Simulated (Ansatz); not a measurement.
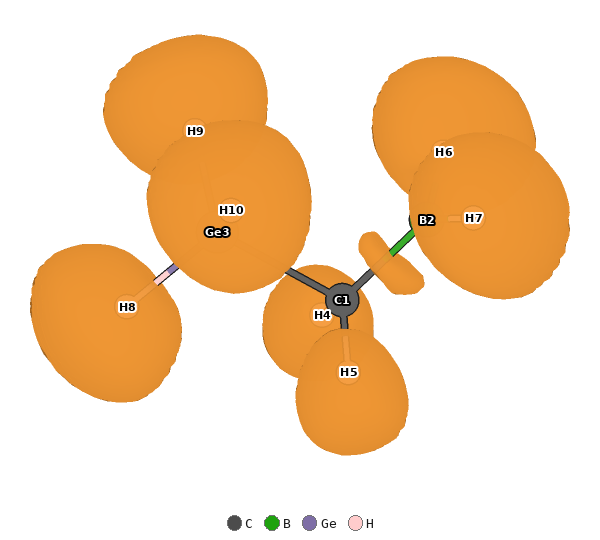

*CH₇BGe (SMILES B[CH2][GeH3]). Isosurface of the electron localisation function at 0.9 (orange), seen at a tilt. Core shells and regions of very low density are left out.*

Geometry: r2SCAN-D4/def2-SVP.

All numbers below come from isolated molecule in a Gaussian basis; Kohn-Sham density functional theory, functional PBE0 in Ansatz 0.2.0.

Input

```
crystal:
  periodic: [false, false, false]
  atoms:
    - {symbol: C, position_ang: [0.384184, -0.074299, 0.340617]}
    - {symbol: B, position_ang: [-0.297780, 0.177726, 1.691999]}
    - {symbol: Ge, position_ang: [-1.028783, -1.028715, -0.688908]}
    - {symbol: H, position_ang: [0.605905, 0.814018, -0.271602]}
    - {symbol: H, position_ang: [1.232910, -0.776275, 0.341353]}
    - {symbol: H, position_ang: [-0.968409, 1.170372, 1.869213]}
    - {symbol: H, position_ang: [-0.251742, -0.654247, 2.570761]}
    - {symbol: H, position_ang: [-0.448606, -1.330970, -2.078296]}
    - {symbol: H, position_ang: [-2.277927, -0.149807, -0.838917]}
    - {symbol: H, position_ang: [-1.407427, -2.345477, 0.002475]}
basis:
  gaussian:
    orbitals: def2-TZVPD
total_charge: 0
hamiltonian:
  xc: pbe0
output:
  forces: true
  orbitals: {seedname: orbitals}
```

Run with:

```sh
ansatz run input.yaml --threads 2 --pin off --max-ram 4350MiB --events-out events.jsonl --progress --plain --runs-dir runs
```

What do the ELF domains correspond to?

The ELF exceeds this value in one region between bonded B–C atoms (shared pairs) and seven regions around hydrogen nuclei. Along the contacts the grid gives the following. C–B (1.53 Å): the ELF peaks at about 0.95 between the atoms; localised, covalent bonding. C–Ge (1.99 Å): the ELF peaks at about 0.85 between the atoms: a shared electron pair.
